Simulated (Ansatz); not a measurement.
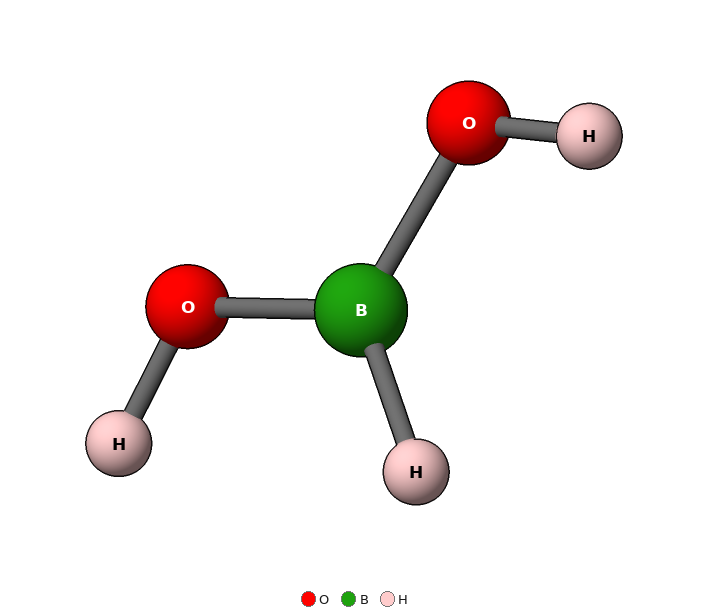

Rendered structure (ball-and-stick style).

Computed geometry: PBE0-D4/def2-TZVP optimisation.

What does the picture show?

Formula BH3O2. SMILES: `OBO`. It has no ring. Among its groups: B–H bond. This geometry has C2v symmetry. All atoms lie on one plane. Coordination: 2 O bent; 1 B trigonal planar.

The parts below concern this one geometry. Atoms keep their numbers from picture to picture.

## Geometry

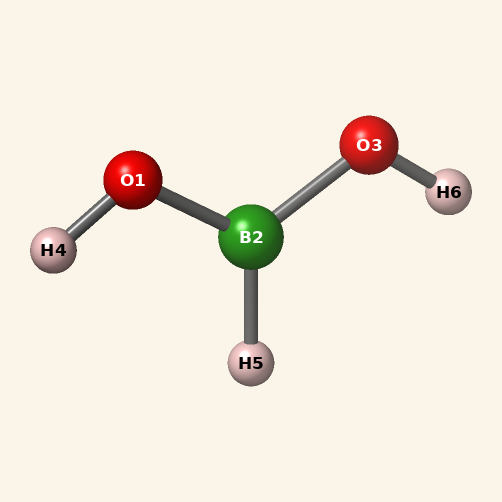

The atoms are numbered.

Give the bond lengths.

| bond | length (Å) | order |
| --- | --- | --- |
| O1–B2 | 1.356 | single |
| O1–H4 | 0.958 | single |
| B2–O3 | 1.356 | single |
| B2–H5 | 1.205 | single |
| O3–H6 | 0.958 | single |

## Vibrations

Harmonic vibrations computed with RKS PBE0-D4/def2-TZVP (Ansatz 0.2.0) at a stationary point of the same level.

**List the wavenumbers.**

12 modes: 500, 509, 578, 933, 956, 994, 1118, 1252, 1492, 2570, 3926, 3928 cm⁻¹.

## Dipole moment

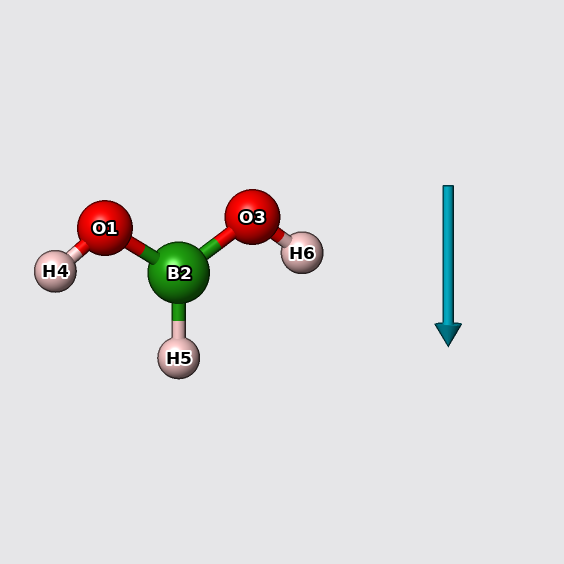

The arrow beside the molecule shows the direction of the dipole moment, from the negative to the positive end (its length means nothing). Level of theory: RKS ωB97M-V/def2-TZVPP (Ansatz 0.2.0).

**Estimate the dipole moment.**

2.23 D; it points from the side of O1, O3 to the side of H5 (the outermost atoms at the two ends).

## Charges

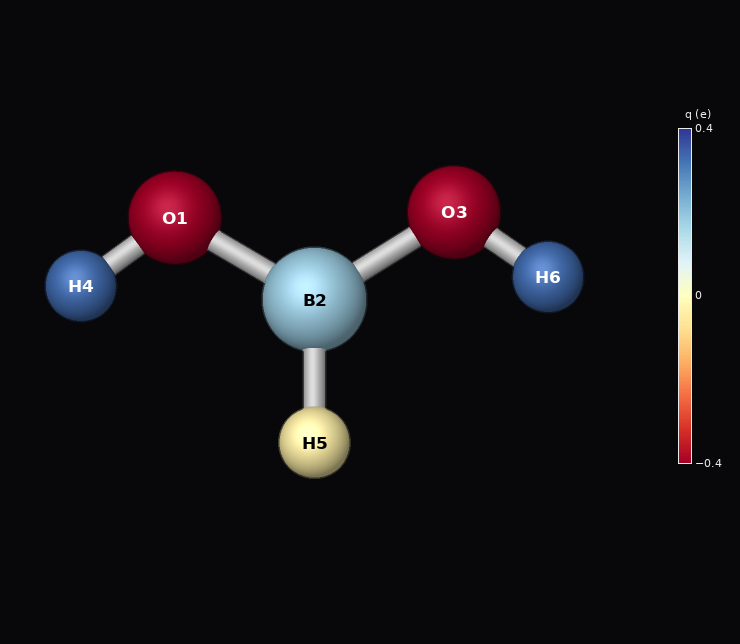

Atoms are coloured by their Mulliken charges. Method: RKS PBE0-D4/def2-TZVP (Ansatz 0.2.0).

**Which atom carries the highest charge (most positive or least negative)?**

H4, H6 (0.33 e).

**And the lowest?**

O1, O3 (−0.40 e).

Give the Mulliken charges atom by atom.

```
atom  value (e)
  O1      −0.40
  B2       0.18
  O3      −0.40
  H4       0.33
  H5      −0.04
  H6       0.33
```

## Thermal motion

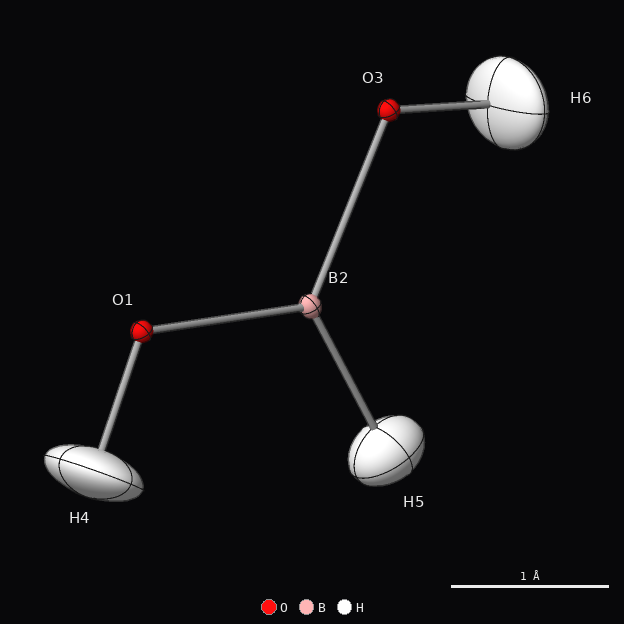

Displacement ellipsoids at the 50 % level, enlarged 1.5 times, from the internal vibrations of the free molecule (harmonic, no overall translation or rotation; no half-axis is drawn under 0.075 Å). Vibrations computed with RKS PBE0-D4/def2-TZVP (Ansatz 0.2.0). Temperature: 200 K.

**Which atom moves most?**

H4, H6, with U_eq = 0.0165 Å².

**Does H4 move more along its bond or across it?**

Across it: the root-mean-square amplitude is 0.069 Å along the bond and up to 0.169 Å across, since bending and torsion are softer than stretching.

Give the displacement parameters, one line for each set of equivalent atoms.

| atom | U_eq (Å²) | rms amplitudes (Å) |
| --- | --- | --- |
| O1, O3 | 0.00046 | 0.014, 0.016, 0.030 |
| B2 | 0.00098 | 0.028, 0.029, 0.037 |
| H4, H6 | 0.0165 | 0.069, 0.128, 0.169 |
| H5 | 0.0106 | 0.085, 0.103, 0.119 |

Mulliken values depend strongly on the basis set and can even reverse the polarity of a bond.
